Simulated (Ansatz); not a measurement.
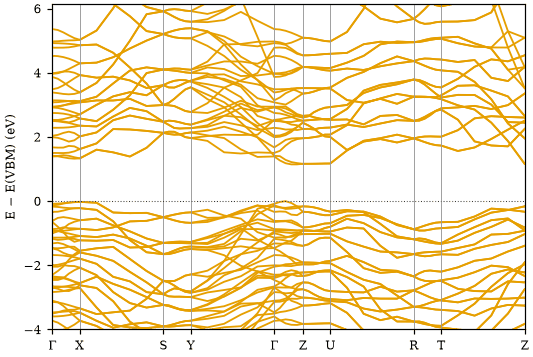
*Band structure from r²SCAN+D4 (plane waves, PAW; program Ansatz)*

Task: Read off the gap and where the band edges lie.

Result: About 1.1 eV (1.14 eV by a search for the band edges); maximum on the Γ–Z line, 36 % of the way from Γ, minimum on the Γ–Z line, 69 % of the way from Γ.

The material is Sb2Se3 in space group Pnma (No. 62; Pearson symbol oP20).

The cell was relaxed with r²SCAN+D4 under the symmetry of its start. Spin–orbit coupling is left out wherever it is not named.

Potentials: the later of the program's two PAW sets.
